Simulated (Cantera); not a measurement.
A closed system holds: 1 mol Al₂O₃, 6.1 mol H₂O, held at 13.3 mbar.

Method: chemical equilibrium by Gibbs-energy minimisation in Cantera with the NASA 1993 tables (ideal gas, pure condensed phases). Candidate condensed phases: Al, Al₂O₃, H₂O; 19 gas species. The tables' values for AlOH are old estimates; treat these amounts as uncertain. Gases not in the tables: Al(OH)₃. Kinetics and transport are ignored.

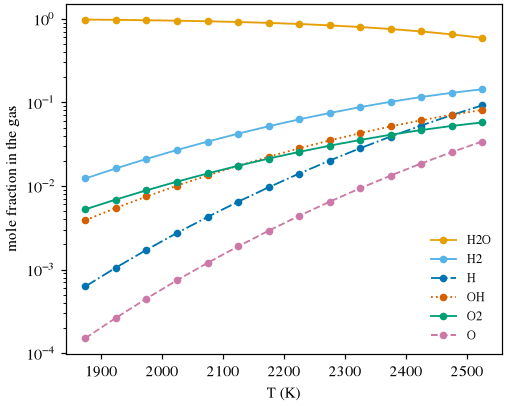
Figure: Equilibrium gas composition (values under 1e-9 drawn at 1e-9)

From 1875 K to 2325 K the condensed part is Al₂O₃(s). From 2375 K to 2525 K the condensed part is Al₂O₃(l).
